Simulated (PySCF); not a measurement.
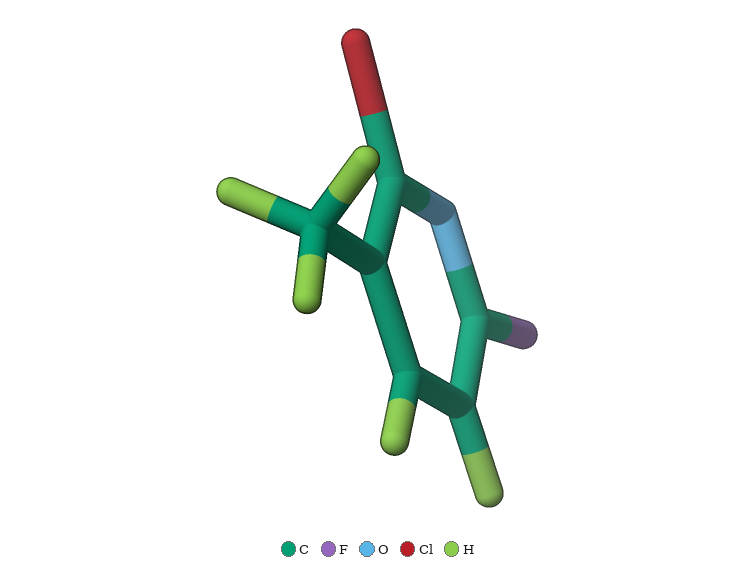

A stick model of a molecule. Every bond is drawn as one stick, whatever its order.

Charge +1, singlet. Computed geometry: GFN2-xTB optimisation. No frequency run is at hand to confirm it as a minimum.

Question: Count the atoms of each element.

Answer: C₆H₅ClFO⁺, 14 atoms: 6 carbon, 5 hydrogen, 1 chlorine, 1 fluorine and 1 oxygen.

Question: How many bonds of each kind are drawn?

Answer: 5 C–C, 5 C–H, 2 C–O, 1 C–F, 1 C–Cl.

Question: Name some functional groups or characteristic bonds that it holds.

Answer: Among them: C–F bond, C–Cl bond.

Question: Describe its rings.

Answer: Independent rings (smallest set): 1 of 6 members, 1 of them aromatic.

The parts below concern this one geometry. Atoms keep their numbers from picture to picture.

### Shape

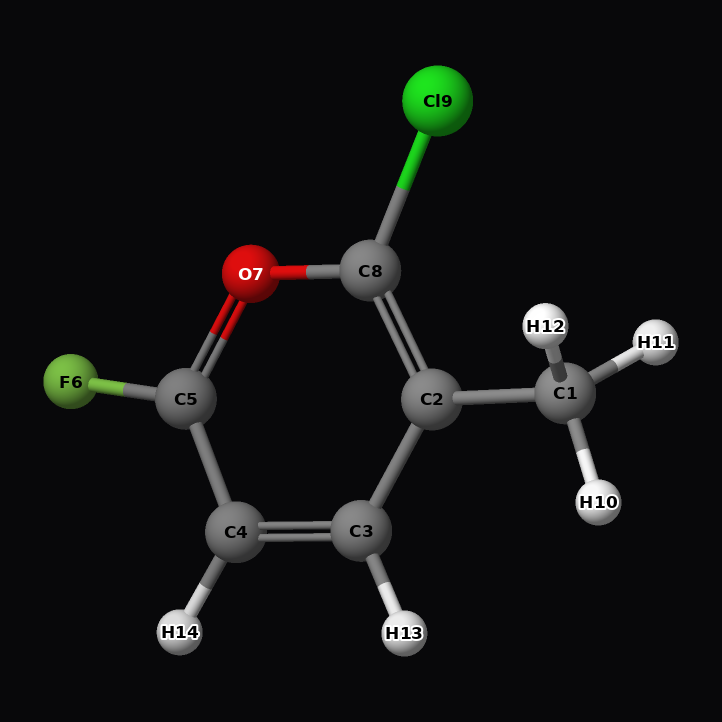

Atoms carry their numbers in the input. No frequency run is at hand to confirm it as a minimum.

Question: Describe the coordination of atom 7.

Answer: O7 has 2 neighbours (C5 at 1.32, C8 at 1.33 Å); the arrangement is bent.

Question: Describe the coordination of atom 3.

Answer: C3 has 3 neighbours (C2 at 1.40, C4 at 1.39, H13 at 1.08 Å); the arrangement is trigonal planar.

Question: What is the geometry at C2?

Answer: C2 has 3 neighbours (C1 at 1.48, C3 at 1.40, C8 at 1.40 Å); the arrangement is trigonal planar.

Question: How are the neighbours of atom 1 arranged?

Answer: C1 has 4 neighbours (C2 at 1.48, H10 at 1.09, H11 at 1.09, H12 at 1.09 Å); the arrangement is tetrahedral.

Question: Which bond is the longest?

Answer: C8–Cl9, 1.683 Å.

Question: What is the dihedral angle C1–C2–C8–Cl9?

Answer: 0° in size, that is syn (eclipsed).

### Excitation

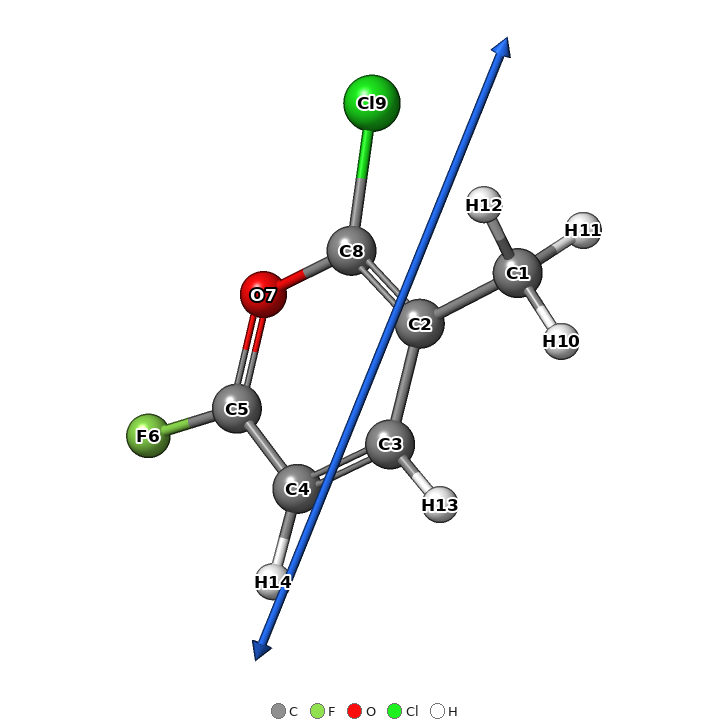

The double arrow shows the direction of the transition dipole to excited singlet state 1 (its length means nothing). No frequency run is at hand to confirm it as a minimum. Level of theory: TDDFT PBE0/def2-SVPD, vertical, gas phase, core orbitals frozen in the response (PySCF 2.14.0).

Question: Give its energy, strength and character.

Answer: 4.38 eV (283 nm), oscillator strength 0.21, mainly HOMO → LUMO (weight 0.97); transition dipole 3.57 D.

### Quadrupole coupling

No frequency run is at hand to confirm it as a minimum. Electric field gradients from the ground-state density, PBE0/pcSseg-1 (PySCF 2.14.0), non-relativistic apart from any core potentials.

Give the largest field-gradient component, the quadrupole coupling constant and the asymmetry for 17O at O7 (Q = −25.6 mb), 35Cl at Cl9 (Q = −81.7 mb), 2H at H10 (Q = 2.86 mb), 2H at H11 (Q = 2.86 mb).

```json
{"atom": "O7", "V_zz (a.u.)": "1.528", "e²qQ/h (MHz)": "−9.19", "η": "0.35"}
{"atom": "Cl9", "V_zz (a.u.)": "4.271", "e²qQ/h (MHz)": "−82.0", "η": "0.25"}
{"atom": "H10", "V_zz (a.u.)": "0.309", "e²qQ/h (MHz)": "0.208", "η": "0.07"}
{"atom": "H11", "V_zz (a.u.)": "0.302", "e²qQ/h (MHz)": "0.203", "η": "0.05"}
```

### Ring current

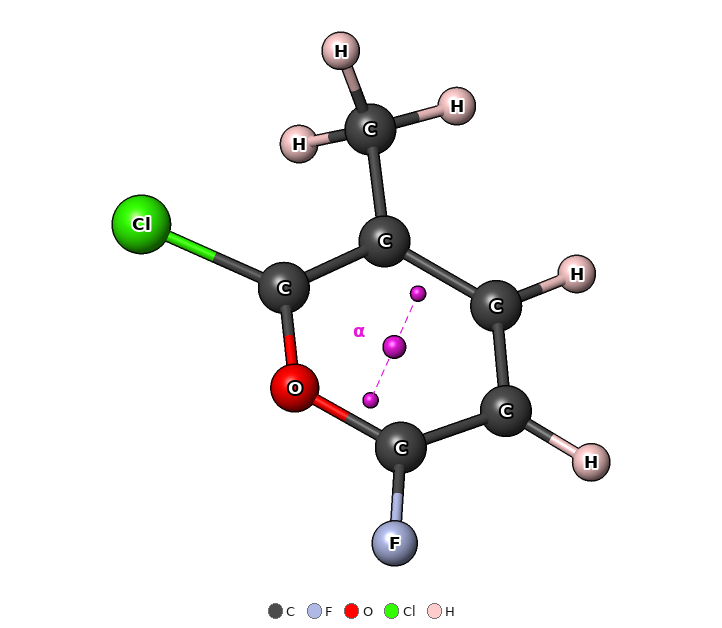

The small points mark where nucleus-independent chemical shifts (NICS) were computed: at the centre of each lettered ring and 1 Å above and below it. No frequency run is at hand to confirm it as a minimum. Properties computed with GIAO PBE0/pcSseg-1 NMR shielding, non-relativistic, gas phase (PySCF 2.14.0).

Give NICS(0), NICS(1) and the out-of-plane component NICS(1)zz for each ring (means of the two sides).

```json
{"ring": "α", "members": "C5O", "NICS(0)": "−6.8", "NICS(1)": "−8.7", "NICS(1)zz": "−19.1"}
```

Values in ppm.

Question: What do the values say about the ring currents?

Answer: Ring α: diatropic, as in an aromatic ring. NICS is one index among several.

### Polarisability

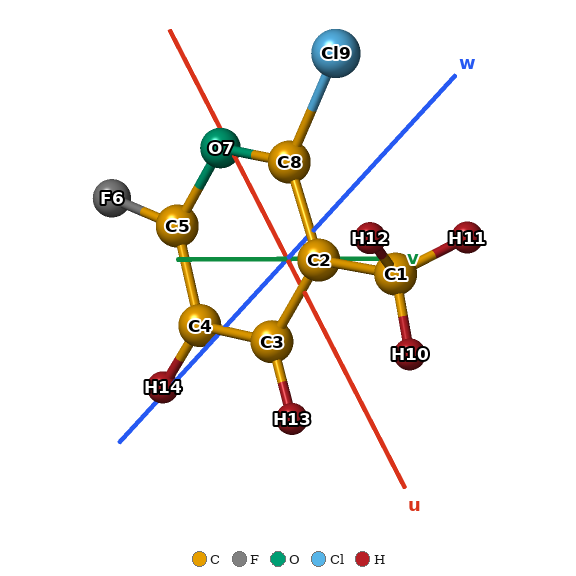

The lines u, v and w are the principal axes of the static dipole polarisability. No frequency run is at hand to confirm it as a minimum. Computed with PBE0/def2-SVPD (PySCF 2.14.0).

Question: Along which axis is the molecule most polarisable, and along which least?

Answer: Most along w, least along v.

Question: Give the three principal values.

Answer: u 89.5, v 48.5, w 113.0 bohr³; mean 83.7, anisotropy 56.5 bohr³.
